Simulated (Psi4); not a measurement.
# CH5BN (SMILES B[N]C) at UM06-2X/def2-SVPD

What is the vertical ionisation energy of CH5BN at UM06-2X/def2-SVPD? 

The results are computed with Psi4 1.11.

## 1. The structure to begin with

CH5BN has 8 atoms, charge 0, and is taken as a doublet. SMILES: `B[N]C`. Geometry: relaxed at PBE0-D4/def2-TZVP.

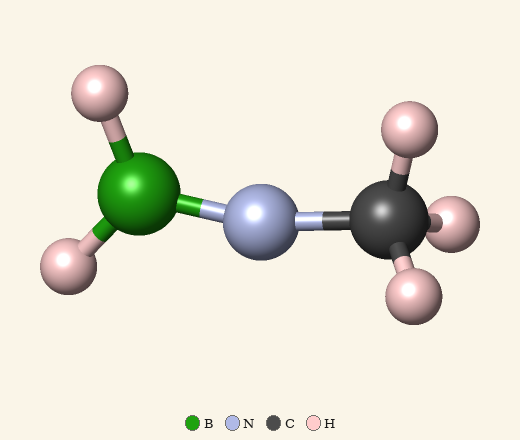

The structure, seen from a chosen angle (boron green, nitrogen light blue, carbon dark grey, hydrogen pink).

## 2. Energy and forces at UM06-2X/def2-SVPD

File run.py:

```python
import psi4

psi4.set_memory('2200 MB')
psi4.set_num_threads(1)
psi4.core.set_output_file('output.dat', False)

mol = psi4.geometry("""
0 2
B
N 1 1.332179
C 2 1.38977 1 164.57208
H 1 1.20999 2 118.68565 3 0.2536
H 1 1.203456 4 120.25709 2 -179.9902
H 3 1.095557 2 112.16523 1 -118.63753
H 3 1.095506 6 109.23966 2 125.02563
H 3 1.101909 7 107.02394 6 -115.53757
symmetry c1
""")

psi4.set_options({
    'reference': 'uks',
    'puream': True,
    'e_convergence': 1e-09,
    'd_convergence': 1e-08,
    'scf_type': 'pk',
    'dft_radial_points': 99,
    'dft_spherical_points': 590,
    'maxiter': 100,
})

result, w = psi4.gradient('m06-2x/def2-SVPD', return_wfn=True)
psi4.oeprop(w, 'QUADRUPOLE', 'WIBERG_LOWDIN_INDICES', 'MAYER_INDICES')
print('gradient / Eh bohr^-1')
print(result.np.round(6))
print(f'energy = {w.energy():.10f} Eh')
```

Started as:

```console
$ python run.py
```

output.dat:

```text
[...]
  Running in c1 symmetry.
[...]
  Nuclear repulsion =   63.858630363550844
[...]
  Multiplicity = 2
[...]
  Nalpha       = 12
  Nbeta        = 11
[...]
    Number of basis functions: 100
[...]
   @UKS iter   1:  -120.37213458577148   -5.35839e-01   4.93385e-03 DIIS/ADIIS
[...]
   @UKS iter  14:  -120.51558039463903   -3.36797e-12   2.50942e-09 DIIS
[...]
   @S^2 Observed:                7.608253920E-01
[...]
    Orbital Energies [Eh]
    ---------------------
    Alpha Occupied:
       1A    -14.783881     2A    -10.603787     3A     -7.038586
       4A     -1.000771     5A     -0.778225     6A     -0.595577
       7A     -0.545805     8A     -0.530118     9A     -0.479734
      10A     -0.435752    11A     -0.350547    12A     -0.306418
    Alpha Virtual:
      13A      0.028739    14A      0.051694    15A      0.062596
      16A      0.111983    17A      0.118617    18A      0.132331
      19A      0.141014    20A      0.144114    21A      0.166453
      22A      0.175080    23A      0.189716    24A      0.205350
      25A      0.208930    26A      0.217235    27A      0.274615
[...]
  @UKS Final Energy:  -120.51558039463903
   => Energetics <=
    Nuclear Repulsion Energy =             63.8586303635508443
    One-Electron Energy =                -287.2110589484364596
    Two-Electron Energy =                 111.5739191866262985
    DFT Exchange-Correlation Energy =      -8.7370709963797175
    Empirical Dispersion Energy =           0.0000000000000000
    VV10 Nonlocal Energy =                  0.0000000000000000
    Total Energy =                       -120.5155803946390307
  UHF NO Occupations:
  HONO-2 :   10  A 1.9985542
  HONO-1 :   11  A 1.9972281
[...]
  -Total Gradient:
     Atom            X                  Y                   Z
    ------   -----------------  -----------------  -----------------
       1        0.000009805211     0.000072328061     0.005246665613
       2       -0.000031535978    -0.001395272857    -0.000502615197
       3        0.000039431159     0.000719075464    -0.004517553187
       4        0.000007173299     0.001422865537     0.000969285129
       5       -0.000005531393    -0.001699319785     0.001212320208
       6        0.002811342896    -0.001137457528    -0.001317168859
       7       -0.002853419184    -0.001128725057    -0.001311148639
       8        0.000022636479     0.003132998054     0.000192414963
[...]
 Multipole Moments:
 ------------------------------------------------------------------------------------
     Multipole            Electronic (a.u.)      Nuclear  (a.u.)        Total (a.u.)
 ------------------------------------------------------------------------------------
 L = 1.  Multiply by 2.5417464519 to convert [e a0] to [Debye]
 Dipole X            :          0.0008982           -0.0008773            0.0000209
 Dipole Y            :          0.7054891           -0.9056601           -0.2001711
 Dipole Z            :         -1.4368807            2.2256113            0.7887306
 Magnitude           :                                                    0.8137349
 L = 2.  Multiply by 1.3450342976 to convert [e a0^2] to [Debye ang]
 Quadrupole XX       :        -20.6263313            5.6984037          -14.9279275
 Quadrupole XY       :         -0.0337907            0.0331330           -0.0006577
[...]
```

On the terminal:

```text
gradient / Eh bohr^-1
[[ 1.000e-05  7.200e-05  5.247e-03]
 [-3.200e-05 -1.395e-03 -5.030e-04]
 [ 3.900e-05  7.190e-04 -4.518e-03]
 [ 7.000e-06  1.423e-03  9.690e-04]
 [-6.000e-06 -1.699e-03  1.212e-03]
 [ 2.811e-03 -1.137e-03 -1.317e-03]
 [-2.853e-03 -1.129e-03 -1.311e-03]
 [ 2.300e-05  3.133e-03  1.920e-04]]
energy = -120.5155803946 Eh
```

Wall time 3.3 min (1 thread of Intel Xeon Platinum 8175M at 2.50GHz (Skylake/Cascade Lake), shared host); peak memory 1.2 GiB.

## 3. The singlet cation: the energy at M06-2X/def2-SVPD

File ch5bn.json:

```json
{
  "schema_name": "qcschema_input",
  "schema_version": 1,
  "molecule": {
    "schema_name": "qcschema_molecule",
    "schema_version": 2,
    "symbols": ["B", "N", "C", "H", "H", "H", "H", "H"],
    "geometry": [-0.7065686, 2.07132881, -1.82358571, 0.11054898, 0.52080852, -0.01644062, 0.64175099, -1.57962207, 1.46793925, -1.90446599, 1.19487383, -3.56288964, -0.27023084, 4.30177255, -1.7415716, -0.1821696, -1.42674322, 3.36106689, 2.67623014, -1.92411914, 1.63518002, -0.19086234, -3.26658058, 0.57523263],
    "molecular_charge": 1,
    "molecular_multiplicity": 1,
    "fix_symmetry": "c1",
    "fix_com": true,
    "fix_orientation": true
  },
  "driver": "energy",
  "model": {
    "method": "m06-2x",
    "basis": "def2-SVPD"
  },
  "keywords": {
    "reference": "rks",
    "puream": true,
    "e_convergence": 1e-09,
    "d_convergence": 1e-08,
    "scf_type": "pk",
    "dft_radial_points": 99,
    "dft_spherical_points": 590
  }
}
```

Started as:

```console
$ psi4 --qcschema ch5bn.json -n 1 --memory 2200MB
```

stdout:

```text
[...]
  Running in c1 symmetry.
[...]
  Nuclear repulsion =   63.858645296289914
[...]
  Multiplicity = 1
[...]
  Nalpha       = 11
  Nbeta        = 11
[...]
    Number of basis functions: 100
[...]
   @RKS iter   1:  -120.11772926740441   -2.81433e-01   2.95075e-03 ADIIS/DIIS
[...]
   @RKS iter  12:  -120.16711805221473   -3.14060e-12   5.06278e-09 DIIS
[...]
    Orbital Energies [Eh]
    ---------------------
    Doubly Occupied:
       1A    -15.123844     2A    -10.844562     3A     -7.320667
       4A     -1.271198     5A     -1.036402     6A     -0.848930
       7A     -0.774858     8A     -0.772718     9A     -0.737628
      10A     -0.671128    11A     -0.614280
[...]
  @RKS Final Energy:  -120.16711805221473
   => Energetics <=
    Nuclear Repulsion Energy =             63.8586452962899145
    One-Electron Energy =                -281.0099659340651215
    Two-Electron Energy =                 105.5495077414640406
    DFT Exchange-Correlation Energy =      -8.5653051559035731
    Empirical Dispersion Energy =           0.0000000000000000
    VV10 Nonlocal Energy =                  0.0000000000000000
    Total Energy =                       -120.1671180522147324
[...]
 Multipole Moments:
 ------------------------------------------------------------------------------------
     Multipole            Electronic (a.u.)      Nuclear  (a.u.)        Total (a.u.)
 ------------------------------------------------------------------------------------
 L = 1.  Multiply by 2.5417464519 to convert [e a0] to [Debye]
 Dipole X            :         -1.3056675            1.2200072           -0.0856603
 Dipole Y            :         -3.3546737            3.4037747            0.0491010
 Dipole Z            :         -0.0512532           -0.1583591           -0.2096122
 Magnitude           :                                                    0.2317021
[...]
```

The result, in JSON:

```text
{
 "driver": "energy",
 "model": {
  "method": "m06-2x",
  "basis": "def2-SVPD"
 },
 "success": true,
 "return_result": -120.16711805221473,
 "properties": {
  "calcinfo_nbasis": 100,
  "calcinfo_nmo": 100,
  "calcinfo_nalpha": 11,
  "calcinfo_nbeta": 11,
  "calcinfo_natom": 8,
  "nuclear_repulsion_energy": 63.858645296289914,
  "return_energy": -120.16711805221473,
  "scf_one_electron_energy": -281.0099659340651,
  "scf_two_electron_energy": 105.54950774146404,
  "scf_xc_energy": -8.565305155903573,
  "scf_dipole_moment": [-0.08566028653637603, 0.04910098702618981, -0.20961224128130163],
  "scf_total_energy": -120.16711805221473,
  "scf_iterations": 12
 }
}
```

Wall time 1.7 min (1 thread of Intel Xeon Platinum 8175M at 2.50GHz (Skylake/Cascade Lake), shared host); peak memory 1.2 GiB.

## 4. Outcome

Level: UM06-2X/def2-SVPD.

| quantity | value |
| --- | --- |
| doublet CH5BN: total energy | -120.51558 Eh |
| doublet CH5BN: dipole moment | 2.07 D |
| doublet CH5BN: HOMO energy (highest over α and β) | -8.34 eV |
| doublet CH5BN: LUMO energy (lowest over α and β) | -1.72 eV |
| doublet CH5BN: ⟨S²⟩ | 0.761 |
| doublet CH5BN: largest force on an atom | 0.270 eV/Å |
| singlet cation: total energy | -120.16712 Eh |
| singlet cation: HOMO energy | -16.72 eV |
| singlet cation: LUMO energy | -10.63 eV |
| singlet cation: HOMO–LUMO gap | 6.08 eV |
| vertical ionisation energy (to the singlet cation) | 9.482 eV |

What this shows: The vertical ionisation energy comes to 9.48 eV (915 kJ/mol). The largest force (doublet CH5BN) is 0.27 eV/Å: the shape isn't a stationary point for this species at this level.
